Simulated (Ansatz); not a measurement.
Pressure series in B2O3

Base system: B₂O₃ (space group Cmc2_1, No. 36; a = 7.826 Å, b = 4.624 Å, c = 4.134 Å; a cell from a computed database, its experimental status unchecked).

Cell and atoms are relaxed at each pressure.

Level of theory: PBEsol/PAW in Ansatz (a first-principles code), scalar-relativistic without spin-orbit coupling.

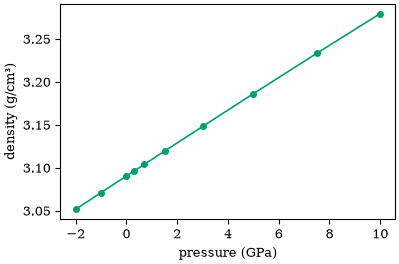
Density against pressure

Question: From the plot, what is the density for pressure 0.3 GPa?

Answer: About 3.10 g/cm³.

Question: Is the trend monotonic over the range shown?

Answer: Yes, it rises throughout, spanning 3.05 g/cm³ to 3.28 g/cm³.

Load acts through the strain it causes; cell and atoms are relaxed under it. Whether these cells are dynamically stable was not tested. No other phases were tried under pressure.
